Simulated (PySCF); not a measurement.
## Electronic structure of C5H5O2 (SMILES C#C[CH]COC=O) (doublet) in real space

```yaml
atoms:
  - { symbol: C, position_ang: [3.2058, -0.3462, 0.6279] }
  - { symbol: C, position_ang: [2.0929, -0.0741, 0.2165] }
  - { symbol: C, position_ang: [0.8460, 0.2130, -0.2430] }
  - { symbol: C, position_ang: [-0.3692, -0.4741, 0.2602] }
  - { symbol: O, position_ang: [-1.3408, 0.4943, 0.7117] }
  - { symbol: C, position_ang: [-2.4633, 0.6002, 0.0309] }
  - { symbol: O, position_ang: [-2.7923, -0.0363, -0.9263] }
  - { symbol: H, position_ang: [4.1700, -0.5628, 0.9784] }
  - { symbol: H, position_ang: [0.7175, 0.9815, -0.9896] }
  - { symbol: H, position_ang: [-0.8475, -1.0674, -0.5351] }
  - { symbol: H, position_ang: [-0.1378, -1.1182, 1.1124] }
  - { symbol: H, position_ang: [-3.0801, 1.3894, 0.4948] }
```

Geometry: GFN2-xTB.

Method: PySCF, UKS B3LYP, pcH-1 on C H O, non-relativistic, mean-field spin-orbit, GIAO.

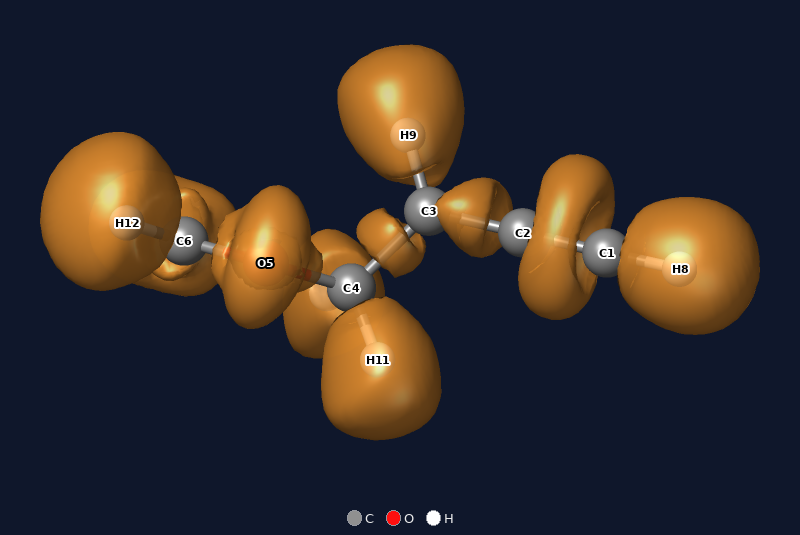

Figure 1. Isosurface of the electron localisation function at 0.75 (orange), seen across its widest extent. Only the valence region is drawn (cores and ρ < 0.01 e/Å³ removed).

Q: What do the ELF domains correspond to?

A: The surface consists of three regions between bonded C–C atoms (shared pairs), five regions around hydrogen nuclei and two regions on O in which the atom's valence shell and bonds are merged. Profiles from the grid: C–O (1.20 Å): the ELF peaks at about 0.85 between the atoms (a multiple bond). C–C (1.22 Å): the ELF peaks at about 0.90 between the atoms (a multiple bond).

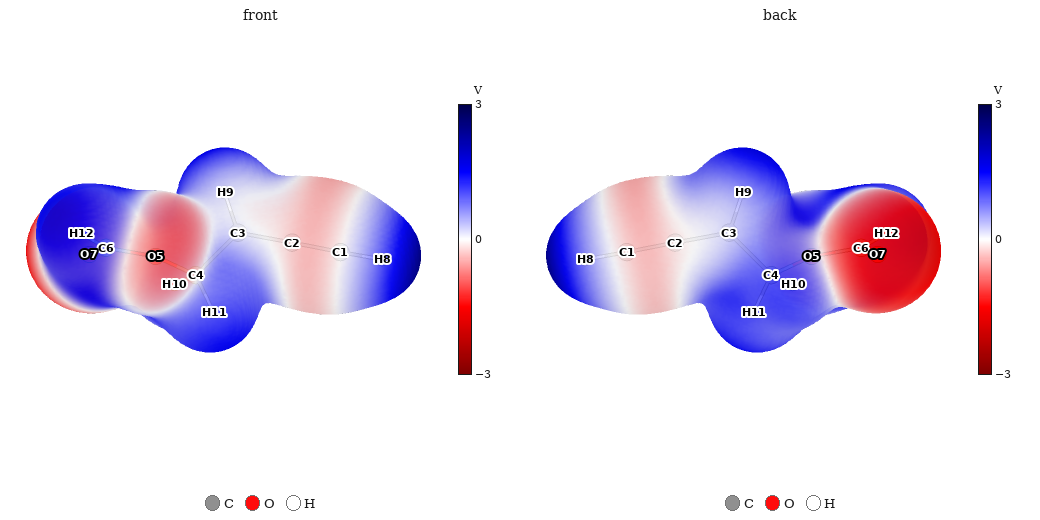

Figure 2. The electrostatic potential painted on the density surface at 0.004 e/bohr³, seen from the front and from behind; red is negative and blue positive.

Q: Which sites attract a positive test charge, and which a negative one?

A: A positive charge is drawn to the negative regions and a negative charge to the positive ones. The most negative region (about −1.8 V, or −42 kcal/mol for a unit charge) lies over O7, the most positive (about +2.4 V, or +55 kcal/mol for a unit charge) over H8. O7 is the likeliest acceptor of a hydrogen bond.

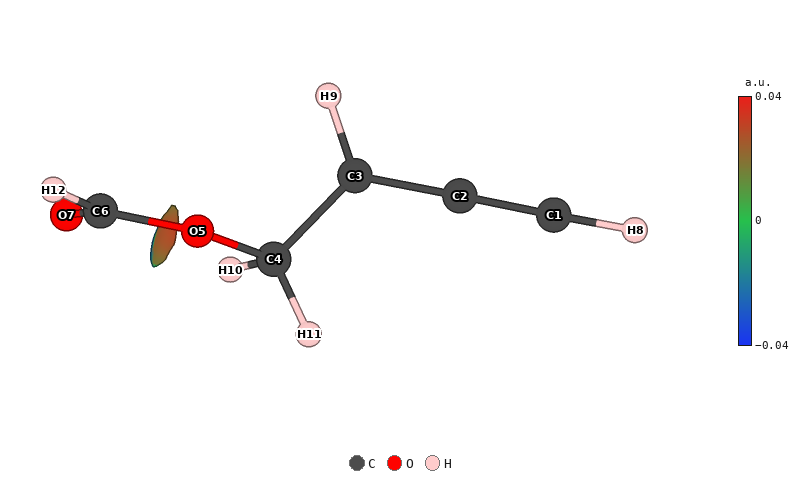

Figure 3. Non-covalent interaction (NCI) plot: the surface where the reduced density gradient is 0.5, for densities under 0.05 a.u., coloured by sign(λ₂)ρ; seen across its widest extent.

Q: Which non-covalent interactions does the plot reveal?

A: H10···O7 (2.2 Å): a weak contact, attractive (blue-green) on one side and crowded (olive to red) on the other.
